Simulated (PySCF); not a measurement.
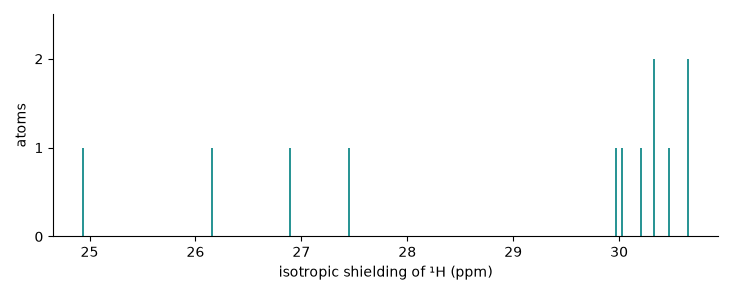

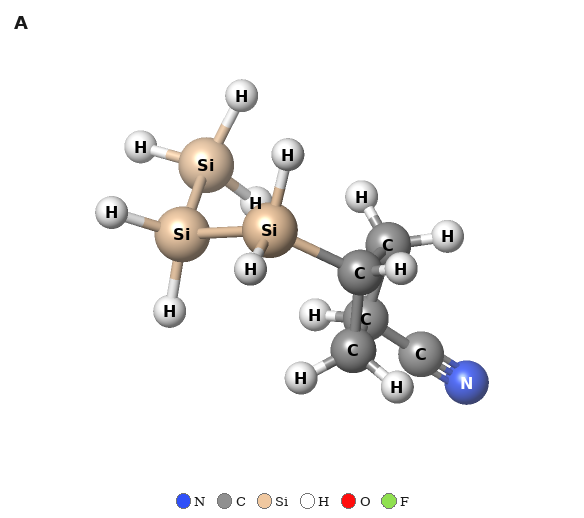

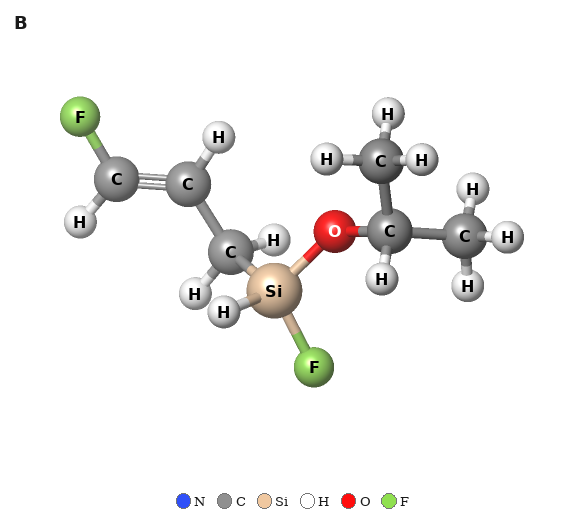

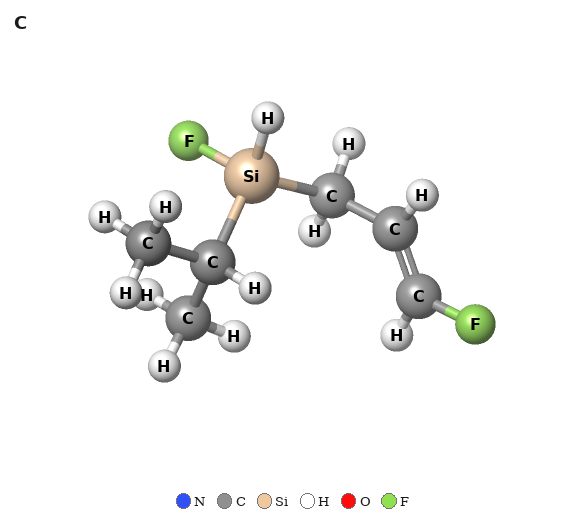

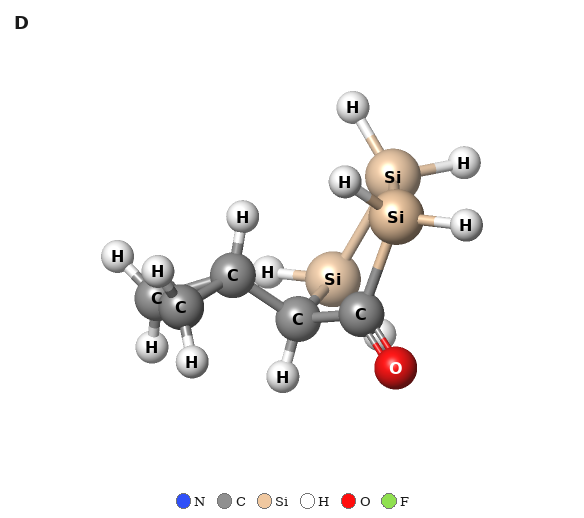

The sticks are computed shieldings of one of the molecules, for one fixed geometry (GFN2-xTB) without averaging over rotations. Low shielding means a high chemical shift. Method: GIAO PBE0/pcSseg-1 NMR shielding, non-relativistic, gas phase (PySCF 2.14.0).

Question: Which molecule gives this pattern?

Answer: B, `CC(C)O[Si@H](F)C/C=C/F`. Its 12 H atoms give lines at 24.94, 26.16, 26.89, 27.45, 29.97, 30.03, 30.21, 30.33 (2 atoms), 30.47, 30.65 (2 atoms) ppm.

The geometry is semi-empirical. Around Si such bond lengths and angles can be off by a tenth of an ångström or more and by several degrees, and values that hang on the shape move with them.
